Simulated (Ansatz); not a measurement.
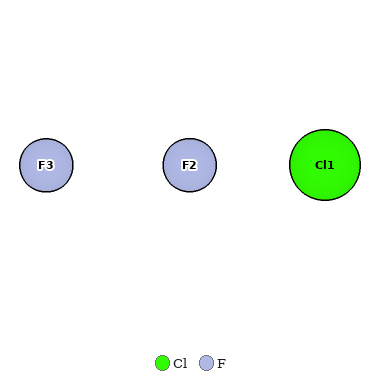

The system is Cl⁻ + F₂; the picture shows the reference structure. Coordinates scanned: (1) distance Cl1–F2; (2) distance F2–F3. Nothing is relaxed (the angle Cl1–F2–F3 is fixed at 180 degrees). The grid has 17 × 17 points. Points are written as (first, second). Energies: kJ/mol, counted from the lowest grid point. The reference is spin-restricted, so regions where a bond is pulled apart into radicals lie too high. Theory: RKS PBE0-D4/def2-TZVPD (Ansatz 0.2.0).

Its coordinates:

```yaml
atoms:
  - { symbol: Cl, position_ang: [-1.8250, 0.0000, 0.0000] }
  - { symbol: F, position_ang: [0.0000, 0.0000, 0.0000] }
  - { symbol: F, position_ang: [1.9350, 0.0000, 0.0000] }
```

Range: distance Cl1–F2 from 1.296 to 3.696 Å; distance F2–F3 from 0.960 to 3.360 Å.

What will the energy surface look like?

The lowest grid point is at (1.825 Å, 1.935 Å). No other kind of well shows on this grid. The highest grid point, (1.296 Å, 0.960 Å), lies 2844 kJ/mol above the lowest.

```csv
"distance F2–F3 ↓, distance Cl1–F2 →",1.361,1.568,1.825,2.115,2.432,2.771,3.128,3.503
3.360,190,36,49,118,194,253,294,319
2.978,186,31,42,109,183,242,282,306
2.611,184,26,30,92,163,219,258,281
2.263,192,24,12,64,127,180,216,238
1.935,235,43,0,29,79,124,156,176
1.631,390,139,34,19,42,72,96,111
1.356,824,437,208,111,85,86,93,100
1.121,1654,1050,647,450,373,347,341,340
0.960,2593,1895,1412,1178,1085,1053,1043,1041
```

The table holds every second grid line.

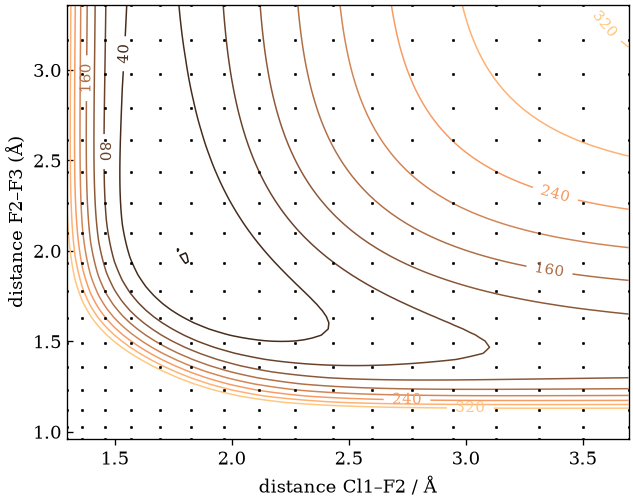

In the figure: contour lines labelled in kJ/mol (none above 320), dots at the grid points. Between grid points the surface is interpolated.

Each point was launched as `ansatz run input.yaml --threads 1 --pin off --max-ram 2560MiB --backend cpu --events-out ev --progress --plain --runs-dir out`. Time for the 289 points that were run: 27 min on 1 thread of Arm Neoverse N1, with other jobs on the host.
